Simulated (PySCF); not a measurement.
SMILES [F][Ga]([O][SiH3])[O][SiH3] (H₆FGaO₂Si₂), singlet at its PBE0/def2-SVP optimised geometry (Å):

```
12

Ga    -0.2305     0.8248     0.9566
F     -0.5367     1.7206     2.4156
O     -1.5870     0.2508     0.0000
Si    -3.2515     0.2508     0.0000
H     -3.7801    -0.4665     1.1999
H     -3.7098    -0.4497    -1.2336
H     -3.7818     1.6481     0.0000
O      1.4348     0.5325     0.5009
Si     2.3433    -0.1927    -0.6886
H      2.0175    -1.6481    -0.7908
H      3.7818    -0.0339    -0.3321
H      2.0884     0.4510    -2.0134
```

Calculation: PBE0/def2-TZVP (PySCF). Cells within 0.4 Å of a nucleus heavier than hydrogen are left out (blank, or x).

Map of the HOMO−1 amplitude (bohr^(-3/2)) on the plane z = 0.8 Å; orbital energy -9.09 eV, overall sign arbitrary:

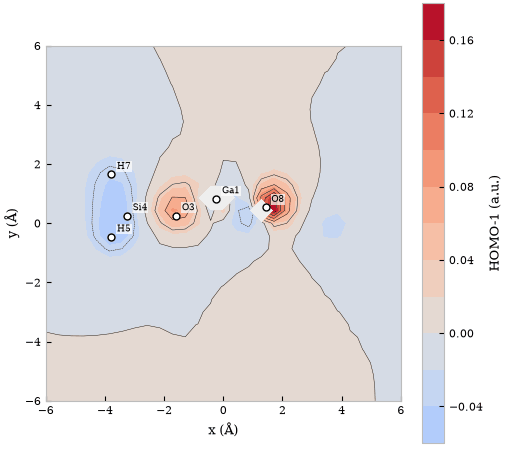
HOMO−1 amplitude (bohr^(-3/2)) on the plane z = 0.8 Å.
